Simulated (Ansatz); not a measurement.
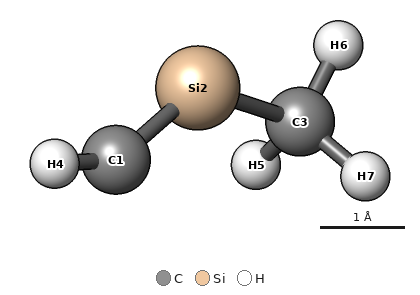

The structure as given in the input (ball-and-stick view, seen at a tilt; atoms are numbered from 1 in the order of the input). Bond lengths as drawn: C–H 1.08 to 1.09 Å and C–Si 1.63 to 1.87 Å.

## Two runs on C$_{2}$H$_{4}$Si

System: C$_{2}$H$_{4}$Si.
Method of run 1: RKS PBE-D4/def2-TZVPP (Ansatz 0.2.0).

The geometry comes from this level: PBE0-D4/def2-TZVP. Text and figures count atoms from 1; the logs count them from 0 in places.

**The input, run 1**
```yaml
crystal:
  periodic: [false, false, false]
  atoms:
    - {symbol: C, position_ang: [-1.517885, -1.254009, -0.602876]}
    - {symbol: Si, position_ang: [-0.735342, -0.181572, 0.338335]}
    - {symbol: C, position_ang: [0.915086, 0.700659, 0.281756]}
    - {symbol: H, position_ang: [-2.375498, -1.872254, -0.809967]}
    - {symbol: H, position_ang: [0.960566, 1.309560, -0.622005]}
    - {symbol: H, position_ang: [1.039919, 1.340058, 1.154612]}
    - {symbol: H, position_ang: [1.713154, -0.042432, 0.260144]}
basis:
  gaussian: {orbitals: def2-TZVPP}
hamiltonian: {xc: pbe, dispersion: d4}
```

Command:
```bash
ansatz run in.yaml --threads 2 --pin off --events-out ev --progress --plain --max-ram 4352MiB
```

Hardware: 2 threads of Intel Xeon @ 3.00GHz, 11 GiB of memory available, shared host.

**Output (run 1)**
```
Functional definition: PBE
  parameter kappa = 0.804
  parameter beta = 0.06672455060314922
  exchange = pbe_x(kappa = kappa, mu = beta*pi^2/3)
  correlation = pbe_c(beta = beta)
884 factors; their error is unknown
mean field evaluation 1: about -9981.4440 eV, gradient 1.0e2 eV
mean field evaluation 2: about -9909.3990 eV, gradient 1.5e2 eV
mean field evaluation 4: about -9996.4498 eV, gradient 5.8e1 eV
mean field evaluation 8: about -10007.2202 eV, gradient 3.9e-1 eV
mean field evaluation 16: about -10007.1935 eV, gradient 4.6e-4 eV
mean field -10007.19348919 eV, -367.7575776084 hartree, gradient 2.8e-5 eV, S^2 0.000000; 0 other end points of the search recorded, 0 dependent functions left out
reference -10007.19352543 eV, -367.7575789400 hartree; 15, 15 occupied and 145, 145 virtual orbitals, 884 factors
Total energy: -10007.30793623 eV, -367.7617834594 hartree
```

For run 2 the input was changed thus:
```diff
-    - {symbol: C, position_ang: [-1.517885, -1.254009, -0.602876]}
-    - {symbol: Si, position_ang: [-0.735342, -0.181572, 0.338335]}
-    - {symbol: C, position_ang: [0.915086, 0.700659, 0.281756]}
-    - {symbol: H, position_ang: [-2.375498, -1.872254, -0.809967]}
-    - {symbol: H, position_ang: [0.960566, 1.309560, -0.622005]}
-    - {symbol: H, position_ang: [1.039919, 1.340058, 1.154612]}
-    - {symbol: H, position_ang: [1.713154, -0.042432, 0.260144]}
+    - {symbol: C, position_ang: [-1.474475, -1.590688, -0.631069]}
+    - {symbol: Si, position_ang: [-0.261446, -0.480145, -0.259811]}
+    - {symbol: C, position_ang: [0.951991, 0.630478, 0.110467]}
+    - {symbol: H, position_ang: [-2.465824, -1.499443, -0.206700]}
+    - {symbol: H, position_ang: [1.095151, 1.522635, -0.485274]}
+    - {symbol: H, position_ang: [-1.288317, -2.419560, -1.301502]}
+    - {symbol: H, position_ang: [1.614391, 0.476084, 0.952332]}
```

How does run 2 compare with run 1?

With the same method and basis, run 2 lies 8.4 kcal/mol lower.

**Output (run 2)**
```
Functional definition: PBE
  parameter kappa = 0.804
  parameter beta = 0.06672455060314922
  exchange = pbe_x(kappa = kappa, mu = beta*pi^2/3)
  correlation = pbe_c(beta = beta)
884 factors; their error is unknown
mean field evaluation 1: about -9984.6917 eV, gradient 9.7e1 eV
mean field evaluation 2: about -9945.2422 eV, gradient 1.3e2 eV
mean field evaluation 4: about -10007.0633 eV, gradient 1.3e1 eV
mean field evaluation 8: about -10007.5793 eV, gradient 1.2e-1 eV
mean field evaluation 16: about -10007.5544 eV, gradient 4.5e-5 eV
mean field -10007.55442243 eV, -367.7708416604 hartree, gradient 5.6e-5 eV, S^2 0.000000; 0 other end points of the search recorded, 0 dependent functions left out
reference -10007.55445926 eV, -367.7708430137 hartree; 15, 15 occupied and 145, 145 virtual orbitals, 884 factors
Total energy: -10007.67032570 eV, -367.7751010270 hartree
```

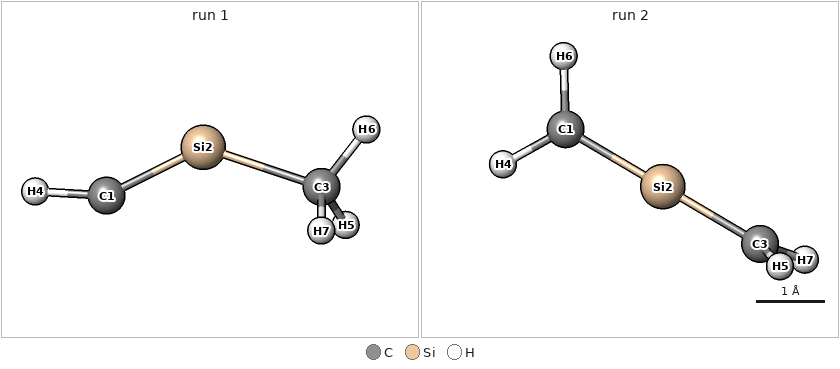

The two input geometries at one scale (ball-and-stick view, seen at a tilt). The atom that moves furthest after the best rigid fit is H6 (3.52 Å). Largest moves by element: H 3.52 Å, C 1.15 Å, Si 0.83 Å. Among the contacts that change: C1–H6 4.045 → 1.082 Å, C3–H6 1.089 → 4.039 Å, Si2–C3 1.872 → 1.686 Å, C1–Si2 1.627 → 1.686 Å.

**The two runs side by side**

```csv
quantity,run 1,run 2
outcome,converged,converged
total energy (hartree),−367.761783,−367.775101
basis functions,160,160
wall time (shared host),1.2 s,1.1 s
```
